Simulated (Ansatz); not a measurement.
# A hypothetical structure for V5Ge, part 2 of 2

Starting from a made-up structure for V5Ge, the aim is the relaxed cell, its shortest contacts and, where a second run follows, its electronic structure.

Ansatz 0.2.0; DFT, PBE, plane-wave PAW, files of the set soft_1, scalar-relativistic, ferromagnetic start, cell and ions relaxed at zero pressure; PAW set soft_1 (the session's first sound run).

So far: The starting structure; Relaxing cell and atoms. The relaxed cell has a = 4.780, c = 12.642 Å (conventional setting).

### 3. Electronic structure of the relaxed cell

A second self-consistent run takes a narrower smearing and the mesh shown in its input; the bands follow along the standard path of the relaxed lattice.

This step: DFT, PBE, plane-wave PAW, files of the set soft_1, scalar-relativistic, no spin, bands and density of states at the relaxed cell; PAW set soft_1 (Ansatz 0.2.0).

Input file input.yaml:

```yaml
crystal:
  lattice:
    - [2.3900385051, 1.3798893745, 4.2140907243]
    - [-2.3900385051, 1.3798893745, 4.2140907243]
    - [0.0, -2.7597787484, 4.2140907245]
  atoms:
    - { symbol: Ge, position: [0.5, 0.5, 0.5] }
    - { symbol: V, position: [0.5000012173, 0.0, 0.4999987827] }
    - { symbol: V, position: [0.8745223428, 0.8745223428, 0.8745223428] }
    - { symbol: V, position: [0.0, 0.4999987827, 0.5000012173] }
    - { symbol: V, position: [0.4999987827, 0.5000012173, 0.0] }
    - { symbol: V, position: [0.1254776572, 0.1254776572, 0.1254776572] }
kpoints:
  mp_grid: { grid: [8, 8, 8] }
  band_path:
    path:
      - [[0.0, 0.0, 0.0], [0.5, 0.0, 0.0], [0.5, 0.23814749, -0.23814749]]
      - [[0.76185251, 0.5, 0.23814749], [0.5, 0.5, 0.5], [0.0, 0.0, 0.0], [0.36907374, 0.0, -0.36907374]]
      - [[0.63092626, 0.36907374, 0.0], [0.5, 0.5, 0.0], [0.63092626, 0.63092626, 0.23814749], [0.5, 0.5, 0.5]]
      - [[0.5, 0.0, 0.0], [0.76185251, 0.36907374, 0.36907374]]
    npoints: 8
scf:
  occupations: { method: fermi_dirac, width: 0.03 }
  n_extra_bands: 10
hamiltonian:
  xc: pbe
  pseudopotentials: { kind: paw, azcp: { folder: soft_1 } }
output:
  forces: true
  stress: true
  write_bands: true
  dos: { projected: true }
  write_density: true
  write_potential: true
  elf: true
  volumetric_format: npy
```

The run is started by

```
> ansatz run input.yaml --threads 4 --pin off --max-ram 10240MiB --backend cpu --events-out ev --progress --plain --runs-dir out
```

Numbers of over 12 decimals in the logs are rounded to 6 here.

Log:

```text
Warning: the atoms were moved onto the symmetric positions of the space group found under crystal.symmetry.tolerance 1.0e-5 (fractional; no operation is sought that the atoms, as they stand in a round, miss by more than twice it, and no atom is moved by as much as it), and the run uses the moved positions. Before a round's move an operation carried an atom to 1.16e-5 Å from where it should land, the largest such dist [...]
[...]
Crystal: 6 atoms, lattice volume = 83.388 Å³
Basis set: ecut = 420 eV, 1629 PW (Γ), exchange–correlation on 72×72×72 points (8 copies of the dense FFT grid, shifted against one another)
Bands: 50, of which v1, the nominal top of the filled ones, is band 40 counted from 1 (39 counted from 0)
Symmetry: 12 space group operations
[...]
k-points: 65 of 512
[...]
SCF iter   1: F=—  HF=-18860.994127 eV  |F-HF|=—  |Δ(HF+E_count)|=         —  Δρ=1.52e-1  dr2=4.14e1  ethr=3.10e-3  ⟨swp⟩=4.7  Hψ=9887  notcnv=0
[...]
SCF iter  10: F=-18857.376247 eV  HF=-18857.376247 eV  |F-HF|=1.95e-8  |Δ(HF+E_count)|=   1.50e-7  Δρ=5.40e-6  dr2=2.51e-8  ethr=1.27e-10  ⟨swp⟩=11.7  Hψ=19258  notcnv=0
SCF 1 converged in 10 iterations: F = -18857.376247 eV  dr2 = 2.51e-8
[...]
NSCF: frozen V_eff on 76 k-points
SCF converged after 10 iterations
Free energy (F): -18857.376247 eV
[...]
Internal energy: -18857.361048 eV  (E = F + TS)
E sigma→0 (E₀):  -18857.368647 eV
Entropy (-TS):   -0.015199 eV (-2.533 meV/atom)
Fermi energy:    16.059972 eV
[...]
--- Forces (eV/Å), atoms counted from 1 ---
  atom   1  Ge    -0.00000000     0.00000000    -0.00000000
  atom   2  V     -0.00000000     0.00000000     0.00000000
  atom   3  V      0.00000000     0.00000000     0.01051032
  atom   4  V     -0.00000000    -0.00000000     0.00000000
  atom   5  V      0.00000000    -0.00000000    -0.00000000
  atom   6  V     -0.00000000    -0.00000000    -0.01051032
  max |Σ_I F_I| component: 4.63e-18 eV/Å
--- Stress (GPa, compression-positive) ---
        0.086514      -0.000000       0.000000
       -0.000000       0.086514      -0.000000
        0.000000      -0.000000      -0.090120
  P = ⅓ Tr σ = 0.0276 GPa (0.276 kbar)
--- Band table (eV; the first three rows and the last of 65) ---
  k-point 0: bands = [... 36 lower, 15.5391, 15.5391, 15.6186, 15.6186, 16.5912, 17.0140, 17.4096, 17.4096, ... 6 higher]
  k-point 1: bands = [... 36 lower, 15.4946, 15.5489, 15.6396, 15.6542, 16.4888, 17.0210, 17.3343, 17.3636, ... 6 higher]
  k-point 2: bands = [... 36 lower, 15.4216, 15.4230, 15.7766, 15.8898, 16.2843, 17.0252, 17.1525, 17.1692, ... 6 higher]
  k-point 64: bands = [... 36 lower, 15.4654, 15.4654, 15.9651, 16.6317, 16.6317, 17.4702, 17.8805, 17.8805, ... 6 higher]
```

Elapsed: 9.1 s, on 4 threads of Arm Neoverse V1, shared host; peak memory 0.59 GiB.

The column dr2 measures how far the density is from self-consistency, as an energy; F and HF (Harris–Foulkes) agree once it is small.

This step gave:

```
free energy             : -18857.3762 eV
energy at zero smearing : -18857.3686 eV
smearing term TS        : 0.01520 eV
symmetry operations     : 12
pressure                : 0.02764 GPa
```

bands.tsv at the labelled points (eV, zero at the Fermi level; the bands that come nearest the Fermi level along the path):

| point | band 36 | band 37 | band 38 | band 39 | band 40 | band 41 | band 42 | band 43 |
| --- | --- | --- | --- | --- | --- | --- | --- | --- |
| Γ | -1.36 | -0.52 | -0.52 | -0.44 | -0.44 | 0.53 | 0.95 | 1.35 |
| L | -0.88 | -0.49 | -0.35 | -0.27 | 0.23 | 0.44 | 0.62 | 0.82 |
| B1 | -0.80 | -0.77 | -0.47 | -0.30 | -0.13 | -0.12 | 0.96 | 1.00 |
| B | -0.80 | -0.77 | -0.47 | -0.30 | -0.13 | -0.12 | 0.96 | 1.00 |
| Z | -1.23 | -0.59 | -0.59 | -0.09 | 0.57 | 0.57 | 1.41 | 1.82 |
| Γ | -1.36 | -0.52 | -0.52 | -0.44 | -0.44 | 0.53 | 0.95 | 1.35 |
| X | -0.80 | -0.73 | -0.58 | -0.48 | -0.37 | 0.09 | 0.91 | 1.02 |
| Q | -0.80 | -0.73 | -0.58 | -0.48 | -0.37 | 0.09 | 0.91 | 1.02 |
| F | -0.88 | -0.72 | -0.66 | -0.20 | -0.09 | 0.20 | 0.85 | 1.20 |
| P1 | -1.00 | -0.62 | -0.44 | -0.04 | 0.05 | 0.18 | 0.97 | 1.05 |
| Z | -1.23 | -0.59 | -0.59 | -0.09 | 0.57 | 0.57 | 1.41 | 1.82 |
| L | -0.88 | -0.49 | -0.35 | -0.27 | 0.23 | 0.44 | 0.62 | 0.82 |
| P | -1.00 | -0.62 | -0.44 | -0.04 | 0.05 | 0.18 | 0.97 | 1.05 |

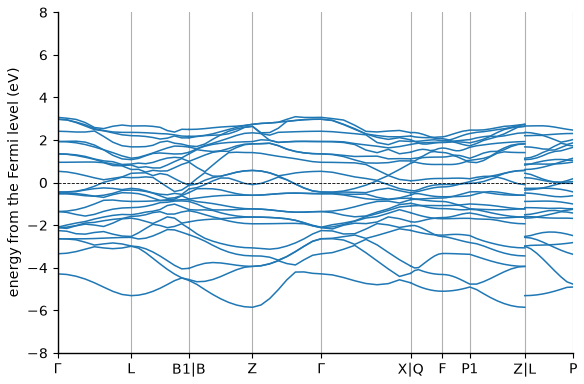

Bands along the path. 26 bands lie wholly below the window drawn.

States per cell as run, both spins, in windows of 1 eV, from dos.tsv (zero at the Fermi level):

| from | to | total |
| --- | --- | --- |
| -8 | -7 | 0.00 |
| -7 | -6 | 0.00 |
| -6 | -5 | 0.59 |
| -5 | -4 | 2.43 |
| -4 | -3 | 2.94 |
| -3 | -2 | 3.94 |
| -2 | -1 | 8.73 |
| -1 | 0 | 8.40 |
| 0 | 1 | 5.14 |
| 1 | 2 | 9.10 |

A further 52.0 states lie below the table's range.

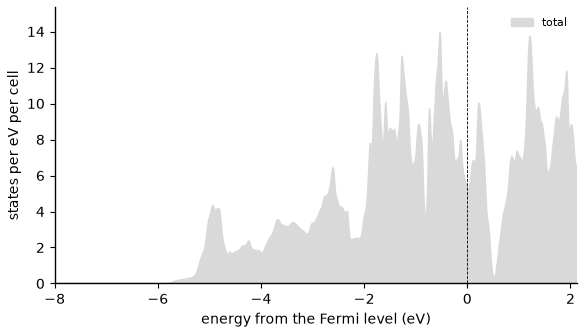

Total density of states, smoothed over about 0.04 eV.

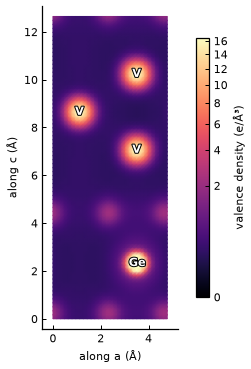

Valence density in the ac plane of the conventional cell at fractional y = 0.000, with atoms of Ge and V within 0.2 Å of it. It is the smooth field of the valence electrons, not physical close to the nuclei. The map starts off the cell's origin, so that atoms lie inside it. The colour scale is stretched toward low values.

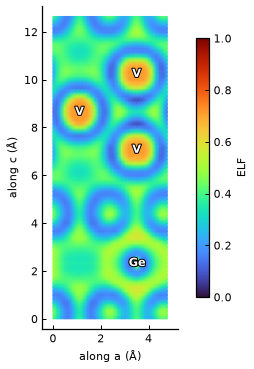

ELF in the ac plane of the conventional cell at fractional y = 0.000, with atoms of Ge and V within 0.2 Å of it. It is the smooth field of the valence electrons, not physical close to the nuclei. The map starts off the cell's origin, so that atoms lie inside it.

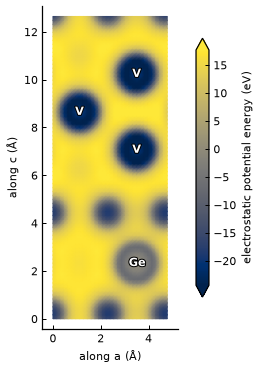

Electrostatic potential energy in the ac plane of the conventional cell at fractional y = 0.000, with atoms of Ge and V within 0.2 Å of it. With pseudopotentials it is smooth inside the atoms' cores, unlike the true potential. The map starts off the cell's origin, so that atoms lie inside it.

### 4. Results

| Property | Result |
| --- | --- |
| space group, relaxed | R-3m |
| conventional cell | a = 4.780, b = 4.780, c = 12.642 Å; α = 90.0°, β = 90.0°, γ = 120.0° |
| volume per atom | 13.90 Å³ (guess 14.07) |
| total moment | 0.00 μB in the cell of 6 atoms |

What this shows: V5Ge relaxes to R-3m with a = 4.780, b = 4.780 and c = 12.642 Å. The guessed volume was near the relaxed one. The symmetry rose from R32 to R-3m, so the distortion of the structure type doesn't survive with these elements. The moments died out from this one start and weren't seeded again at the relaxed cell. Bands cross the Fermi level, so it is a metal or semimetal at this level. The electron count is odd, which forces that without spin polarisation or a larger cell. On the 8×8×8 mesh with the narrower smearing (relaxed on 7×7×7) the largest force component is 0.011 eV/Å and the largest stress component is 0.090 GPa, against the relaxation's thresholds of 0.015 eV/Å and 0.05 GPa. The cutoff wasn't tested. No dispersion term is used, so weakly bound directions may come out too long. Nothing here tests whether the compound is stable against decomposition.

[Logs are printed without paths, hosts, clocks, repeated set-up lines and the standing remarks that a program may print on its own settings, such as how far it seeks lower states.]

[Hosts, paths, dates, database ids (printed as entryN), source tags and the programs' standing remarks are cut or masked in the printed files.]
